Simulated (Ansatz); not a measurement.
# Pressure series in hypothetical P4_2/mnm GaAs

The reference is GaAs (space group P4_2/mnm, No. 136; a = 7.025 Å, c = 4.062 Å; a hypothetical phase, not in the database extracts checked).

Cell and atoms are relaxed at each pressure.

Levels (all Ansatz, a program for electronic structure, PAW): PBE (420 eV, scalar-relativistic without spin-orbit coupling); PBEsol (420 eV, scalar-relativistic without spin-orbit coupling).

The base cell above is that of PBE; each level relaxes its own structures.

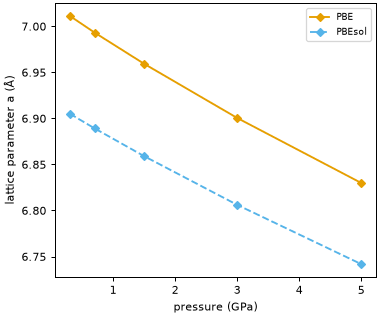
Figure: Lattice parameter a under two levels

**Question.** How do the two levels compare along the series?

**Answer.** PBE lies above PBEsol in every row, by 0.088 Å to 0.106 Å. They put the cases in the same order.

Load acts through the strain it causes; cell and atoms are relaxed under it. No phonon test of stability was made. Competing high-pressure phases were not computed.
